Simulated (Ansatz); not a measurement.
Consider MoTe₂ (space group P6_3/mmc, No. 194; a = 3.434 Å, c = 13.329 Å; layered, stacked along the Cartesian z axis). Axes: x lies along a and z along c of the hexagonal cell.

The change: the cell is stretched by 0.60 % along z with no lateral relaxation, atoms relaxed at fixed cell.

Method: Ansatz (an electronic-structure program), PBEsol-D3(BJ), PAW, cutoff 420 eV, scalar-relativistic without spin-orbit coupling.

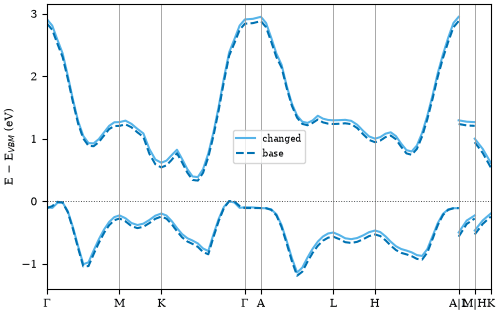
Fig. 1. Highest valence and lowest conduction band along the path, each from its own valence-band maximum

### Question
From the figure, how large is the changed gap, and is it direct?

### Answer
About 0.4 eV, indirect, K–Γ (81 % along) → K–Γ (44 % along).

With Te present, leaving out spin-orbit coupling can change the band edges. The cells carry an imposed strain or load. Whether these cells are dynamically stable was not tested.
